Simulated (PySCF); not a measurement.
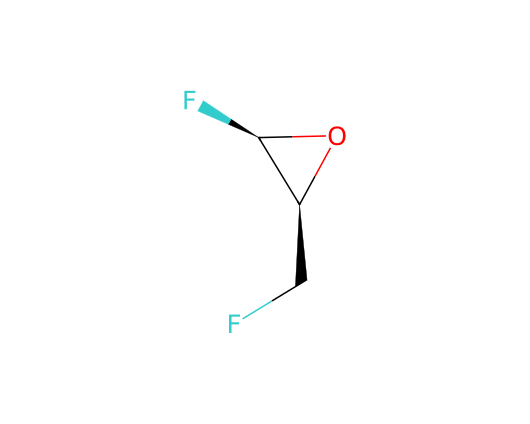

The geometry was computed by an optimisation with PBE0-D3(BJ)/def2-SVP. No frequency run is at hand to confirm it as a minimum. Method: PBE0/def2-SVPD in water (IEF-PCM) (PySCF 2.14.0). Excitations: vertical, linear response.

Computed properties:

The species is C3H4F2O (`FC[C@@H]1O[C@@H]1F`).
- dipole moment: 1.56 D
- HOMO energy (Kohn–Sham orbital): −8.76 eV
- LUMO energy (Kohn–Sham orbital): 0.88 eV
- HOMO–LUMO gap: 9.64 eV
- mean static polarisability: 51.2 bohr³
- lowest vertical singlet excitation: 8.19 eV
- its oscillator strength: 0.019
- brightest of the 6 lowest singlets: 9.13 eV
- its oscillator strength: 0.07
